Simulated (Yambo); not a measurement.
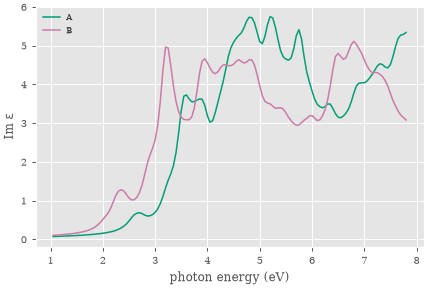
Fig. 1. Two computed absorption spectra of HgO (space group P3_221, No. 154) (Yambo, PBEsol bands with the same scissor, field along x)

Axes are Cartesian, with cell vectors (Å) (3.75, 0.00, 0.00), (-1.87, 3.25, 0.00), (0.00, 0.00, 8.90).

**Question.** Which curve includes the electron-hole attraction (BSE)?

**Answer.** Curve B: the attraction moves weight to lower energy (centre of the plotted range 5.2 eV against 5.5 eV). Settings: 6×6×2 mesh, 18 valence and 6 conduction bands, static screening with 79 bands and a 3 Ry block, scissor 1.05 eV, Tamm-Dancoff. The scissor comes from a G0W0 run whose convergence isn't established. Broadening 0.15 eV. The band window holds all transitions up to 7.8 eV. On this mesh the peak heights and the fine structure are mesh artefacts; only the shift of weight is robust.

Spin-orbit coupling is not included.

Geometry of the Materials Project entry, not relaxed at this level; primitive cell a = b = 3.7473 Å, c = 8.8990 Å, α = β = 90.00°, γ = 120.00°.

The structure is a Materials Project entry; no match was found in the copy of COD used, and its stability was not checked.

The distance between layers or molecules is the database entry's, not relaxed here. Functionals without dispersion can leave it too large, which widens gaps and weakens the response across layers: the numbers belong to this cell.
